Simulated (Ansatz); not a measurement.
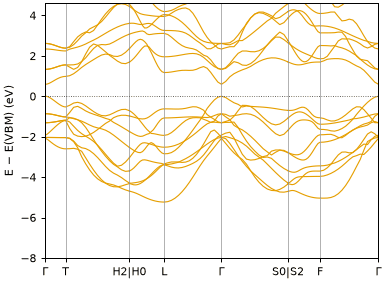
Fig. 1. Band structure from the program Ansatz at the r²SCAN+D4 level (PAW)

Read off the gap and where the band edges lie.

About 0.6 eV (0.59 eV by a search for the band edges); maximum at Γ, minimum at Γ.

The material is Bi2Te2Se in space group R-3m (No. 166; Bi on 6c, Te on 6c, Se on 3a).

The workflow started from a Materials Project entry (that database holds measured and hypothetical structures alike); the Crystallography Open Database copy checked does not list it. Whether it is the stable phase at ambient conditions was not checked. The cell was relaxed with r²SCAN+D4 under the symmetry of its start; whether a distortion lowers the energy is not shown. Spin–orbit coupling is left out wherever it is not named.

Potentials: the later of the program's two PAW sets.
